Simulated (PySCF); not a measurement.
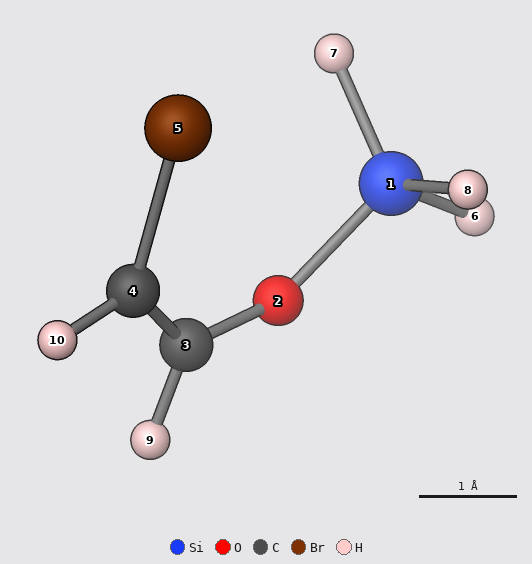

Fig. 1: The structure (ball-and-stick view, seen at a tilt; atoms are numbered from 1 in the order of the input). Bond lengths as drawn: Br–C 1.88 Å, C–C 1.34 Å, C–H 1.09 to 1.10 Å, C–O 1.33 Å, H–Si 1.49 Å and O–Si 1.69 Å.

## C2H5BrOSi: excited-state calculation

The run: excited-state calculation of C2H5BrOSi. Method and program: TDDFT PBE0/def2-SVPD, vertical, gas phase, core orbitals frozen in the response (PySCF 2.14.0).

The geometry comes from this level: PBE0-D3(BJ)/def2-SVP.

## The input
```
{"job": {"kind": "uv", "xc": "PBE0", "basis": "def2-SVPD", "ip": true}, "charge": 0, "multiplicity": 1}
Si     1.606899    -0.440469    -0.207444
O      0.013176    -0.986510    -0.110767
C     -1.183637    -0.467003     0.148680
C     -1.576563     0.811773     0.168279
Br    -0.456037     2.273001    -0.199074
H      2.391005    -1.705210    -0.244738
H      1.854295     0.332355    -1.454392
H      1.974090     0.346158     1.002502
H     -1.940808    -1.230474     0.365101
H     -2.608230     1.075589     0.397495
```

The first line tells a small driver script what to run in PySCF; the rest is the geometry in Å.

Run on 1 CPU thread, shared host.

Run as:
```bash
OMP_NUM_THREADS=1 python <driver script> task.json out
```

## The program's output
```
coarse grid: 41648 points
cycle   1  E = -3016.9304632645  dE = -5.759e-01  |g| = 5.428e-01  |ddm| = 4.804e+00
cycle   2  E = -3016.8306268259  dE =  9.984e-02  |g| = 8.941e-01  |ddm| = 1.431e+00
cycle   3  E = -3016.9814408212  dE = -1.508e-01  |g| = 1.120e-01  |ddm| = 9.091e-01
cycle   4  E = -3016.9837920295  dE = -2.351e-03  |g| = 5.631e-02  |ddm| = 2.146e-01
cycle   5  E = -3016.9845841280  dE = -7.921e-04  |g| = 9.378e-03  |ddm| = 8.303e-02
cycle   6  E = -3016.9846062901  dE = -2.216e-05  |g| = 1.475e-03  |ddm| = 1.860e-02
cycle   7  E = -3016.9846069192  dE = -6.292e-07  |g| = 3.042e-04  |ddm| = 4.329e-03
final grid: 85488 points
cycle   8  E = -3016.9846126029  dE = -2.983e-08  |g| = 3.412e-04  |ddm| = 5.347e-03
cycle   9  E = -3016.9846125717  dE =  3.123e-08  |g| = 4.819e-04  |ddm| = 1.819e-03
cycle  10  E = -3016.9846126345  dE = -6.279e-08  |g| = 7.151e-05  |ddm| = 9.242e-04
cycle  11  E = -3016.9846126357  dE = -1.173e-09  |g| = 1.270e-05  |ddm| = 1.117e-04
cycle  12  E = -3016.9846126357  dE = -3.729e-11  |g| = 3.858e-06  |ddm| = 2.657e-05
```

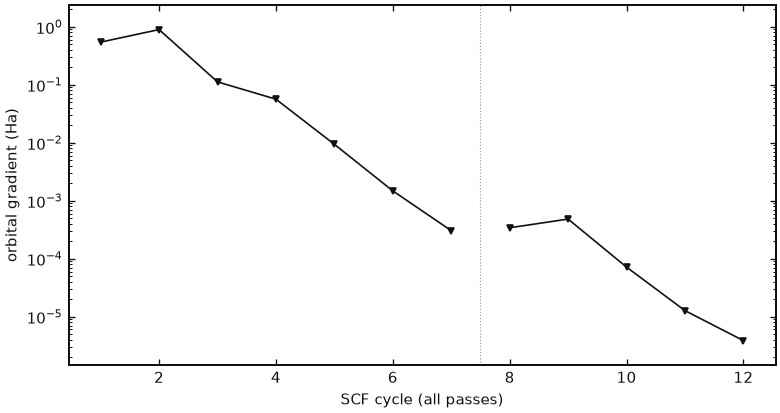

Fig. 2: Convergence of the self-consistent field: orbital gradient against the SCF cycle. The dotted line marks the change from a coarse to the final integration grid. The first 7 cycles use a coarse grid, the final grid takes over at cycle 8, and the field converges after 12 cycles in all.

```
converged SCF energy = -3016.9846126357

Static polarisability (au): isotropic 76.444, principal 58.564 78.433 92.336

Singlet excitations
state   eV       nm        f      main configurations
  1   5.3078    233.6   0.00029   H->L 0.64, H->L+1 0.32
  2   5.6928    217.8   0.00085   H->L+2 0.63, H->L+1 0.19, H->L 0.16
  3   6.1583    201.3   0.16658   H->L+1 0.45, H->L+2 0.31, H->L 0.16
  4   6.4345    192.7   0.00664   H->L+3 0.88
  5   6.7727    183.1   0.00220   H->L+4 0.89
  6   6.8284    181.6   0.00583   H-1->L 0.72, H-1->L+1 0.17
  7   6.9632    178.1   0.00004   H-1->L+1 0.67, H-1->L+2 0.18, H-1->L 0.10
  8   7.0269    176.4   0.02099   H->L+5 0.93
  9   7.2653    170.7   0.05757   H-1->L+2 0.71, H-1->L 0.12, H-1->L+1 0.09
 10   7.5080    165.1   0.01054   H->L+6 0.64, H->L+7 0.32

Triplet excitations (Tamm-Dancoff, eV): 4.0460 4.7993 5.5695 6.1513
Vertical ionisation energy (delta-SCF) = 8.8225 eV
```

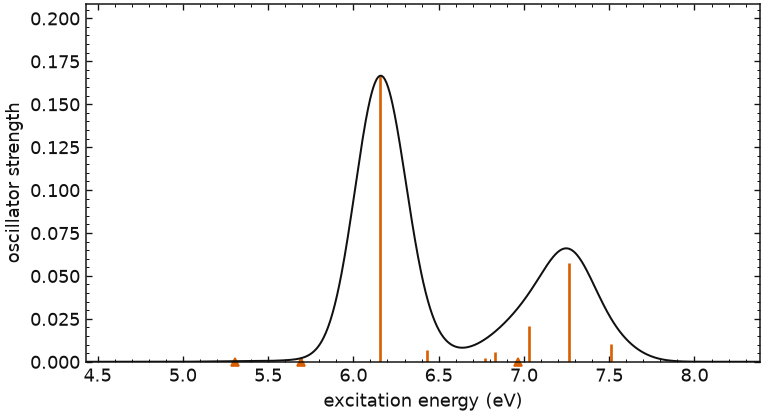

Fig. 3: Computed excitations as sticks (degenerate states added up, dark ones marked on the axis), with a Gaussian envelope of 0.35 eV full width at half maximum, scaled to the tallest. Of the 10 states the lowest lies at 5.31 eV (f = 0.000); the strongest line is at 6.16 eV, or 201 nm (f = 0.167).

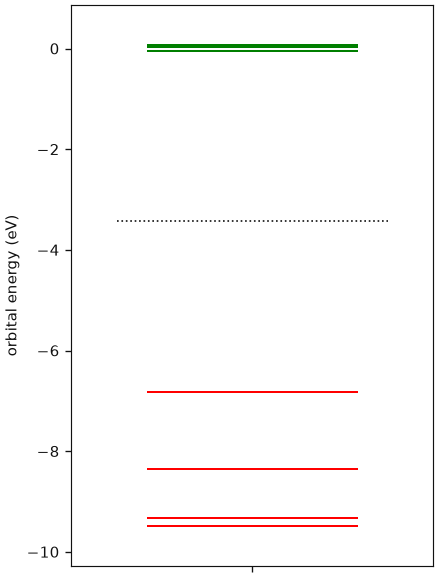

Fig. 4: Orbital energies near the frontier; the dotted line parts filled from empty levels, and levels within 0.02 eV of each other stand side by side. Highest filled −6.82 eV, lowest empty −0.04 eV, 6.78 eV apart.

## Results in brief

| quantity | value |
| --- | --- |
| outcome | converged |
| total energy | −3016.984613 hartree |
| HOMO | −6.82 eV |
| LUMO | −0.04 eV |
| dipole moment | 0.71 D |
| mean polarisability | 76.44 a.u. |
| vertical ionisation energy | 8.82 eV |
| lowest singlet excitation | 5.31 eV |
| wall time | 43 s |
| peak memory | 0.77 GiB |

Spin–orbit coupling is left out, which matters for the heavy atoms.
